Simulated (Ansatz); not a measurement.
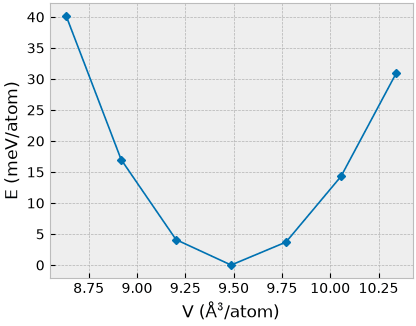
Figure. MgB$_{2}$ in space group P6/mmm (No. 191; Mg on 1a, B on 2d) under volume change, the program Ansatz at the PBEsol level (PAW), shape and atoms relaxed at each volume.

Problem. What does a third-order Birch–Murnaghan fit give for V₀, B₀ and B′?

Solution. V₀ = 9.49 Å³/atom, B₀ = 146 GPa, B′ = 3.4.

The PBEsol relaxation kept the symmetry of its start; of distortions, only those at the zone centre were tested.

Potentials: the later of the program's two PAW sets.
